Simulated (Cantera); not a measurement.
Charge: 1 mol Ta(OEt)5, a varied amount of H2O, equilibrated at 973 K and 2.80e-6 bar.

Method: chemical equilibrium by Gibbs-energy minimisation in Cantera with the NASA 1993 tables (ideal gas, pure condensed phases). Candidate condensed phases: C, C6H6, C7H8, C8H18, H2O, Ta, TaC, Ta2O5; 113 gas species. The feed counts by its element totals alone. TaC: taken at fixed stoichiometry. Condensed phases not in the tables: Ta2C. Rates play no part.

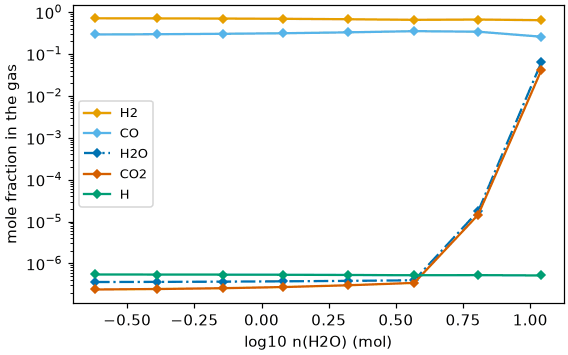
Figure. Equilibrium gas composition (values under 1e-9 drawn at 1e-9)

From 0.24 mol H2O to 3.7 mol H2O the condensed part is C(graphite) + TaC(s). At 6.4 mol H2O the condensed part is TaC(s) + Ta2O5(s). At 11 mol H2O the condensed part is Ta2O5(s).
